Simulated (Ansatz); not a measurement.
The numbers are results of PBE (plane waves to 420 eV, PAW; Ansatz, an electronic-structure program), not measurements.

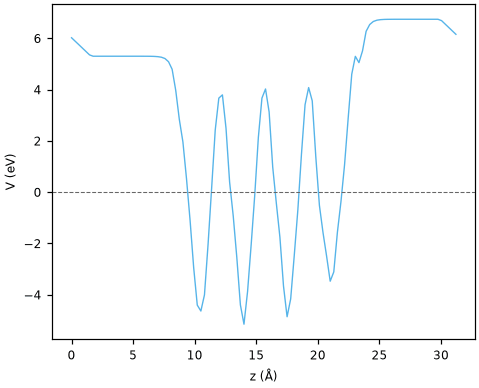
*Electrostatic potential energy of an electron, averaged over planes parallel to the surface, in eV from the Fermi level, for the (0001) surface of wurtzite CdSe, Cd-terminated, 2x2 with 3 H on 4 top atoms (bottom of the slab: 2 H on 4 bottom sites)*

Slab: 37 atoms, 15.0 Å thick at the start with caps and adatoms; k 3x3x1, smearing 0.025 eV, dipole-corrected; 8 atoms held, the rest relaxed; start symmetry kept, larger cells not searched; spin-polarised, ending with about 0.6 μB a cell, a value that depends on the mesh; orders that need a larger cell were not tried, no spin-orbit, no U. The slab shows no gap over 0.04 eV on its mesh. It is one candidate, not shown to be the stable structure of the face.

Question: The surface cell has an area of 66.54 Å². What dipole along the normal does the step between the two vacuum levels imply?

Answer: the top vacuum level lies 1.44 eV above the bottom one; p = −ε₀ A ΔV (ε₀ = 0.005526 e/(V·Å)) gives -0.53 e·Å a cell.
